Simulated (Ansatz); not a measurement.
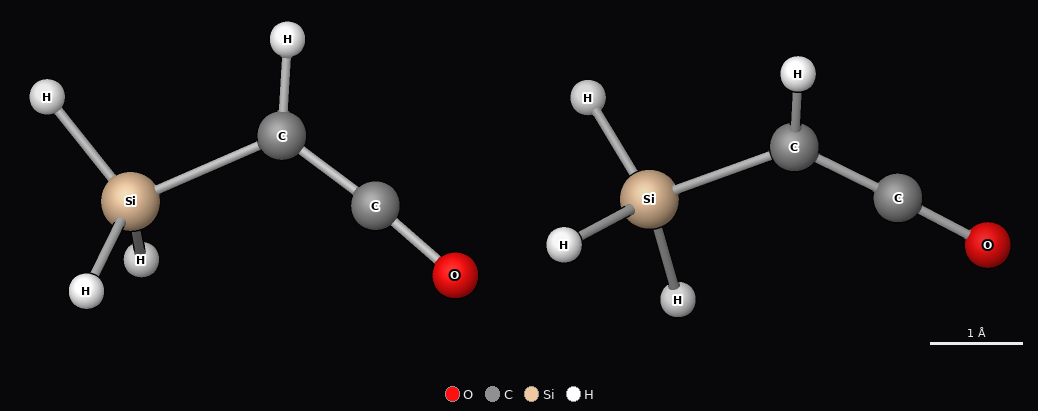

Two geometries of C₂H₄OSi, drawn at one scale. One is the start of a relaxation, the other its converged end. The picture is a ball-and-stick view, seen at a tilt.

These are results of Ansatz 0.2.0, RKS PBE0-D4/def2-TZVP, not measurements. Set-up: force threshold 0.005 eV/Å; at most 200 steps.

Which one is relaxed?

The right one is the relaxed one. Over 20 accepted moves (21 points after the start) the energy falls by 0.088 eV. The largest force component goes from 1.7 to 0.0014 eV/Å. The line search rejected the trial step at point 14 of the run. An H atom moves most after the best rigid fit: 0.87 Å. By element the largest moves are H 0.87 Å, O 0.75 Å, C 0.28 Å, Si 0.03 Å. Some distances before and after: C–Si 1.884 → 1.847 Å, H–Si 1.465 → 1.486 Å, C–C 1.286 → 1.307 Å, C–H 1.072 → 1.084 Å. Bond angles that change, for instance: C–Si–H 105.1° → 110.7°, C–C–H 121.3° → 117.2°, Si–C–H 118.5° → 122.5°. Groups turn about C–Si by about 60°.
